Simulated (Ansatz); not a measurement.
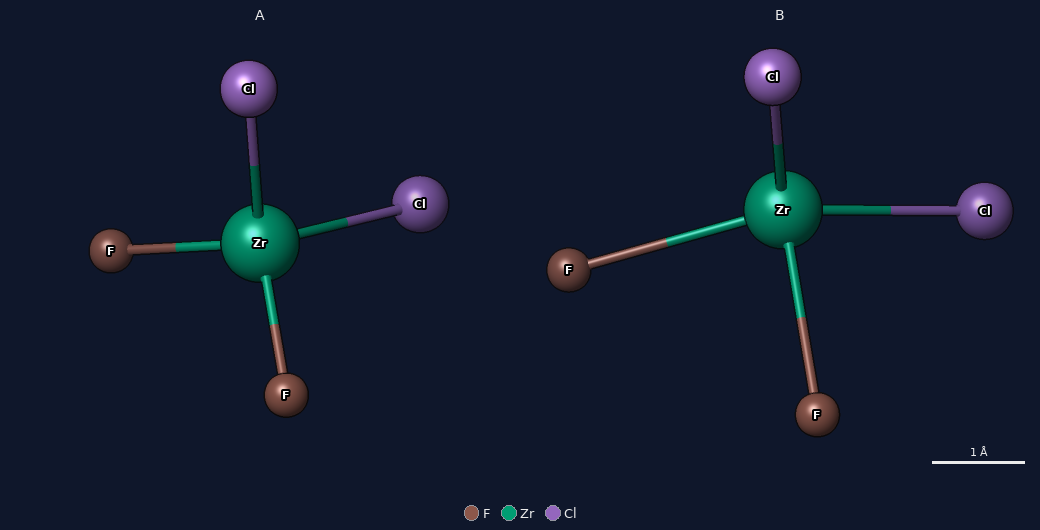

Two geometries of ZrCl₂F₂ (coarse preliminary run), drawn at one scale. One is the start of a relaxation, the other its converged end. Style: ball-and-stick. Shown at a tilt.

These are results of RKS PBE-D4/def2-SVP (Ansatz 0.2.0), not measurements. (force threshold 0.03 eV/Å; at most 200 steps)

Q: Which geometry has the lower energy?

A: Structure A is the relaxed one. The start comes from a force field. Over 6 geometry steps the energy falls by 515.7 kJ/mol. The largest force component goes from 5.1 to 0.012 eV/Å. An F atom moves most after the best rigid fit: 0.72 Å. By element the largest moves are F 0.72 Å, Cl 0.52 Å, Zr 0.48 Å. Some distances before and after: F–Zr 2.536 → 1.898 Å, F–Zr 2.504 → 1.898 Å, Cl–Zr 2.501 → 2.347 Å, Cl–Zr 2.431 → 2.347 Å. Among the angles between lasting bonds that change: F–Zr–Cl 140.1° → 109.5°, F–Zr–F 89.9° → 108.6°, F–Zr–Cl 92.3° → 109.5°. The run took about 30 core-seconds on a shared host.
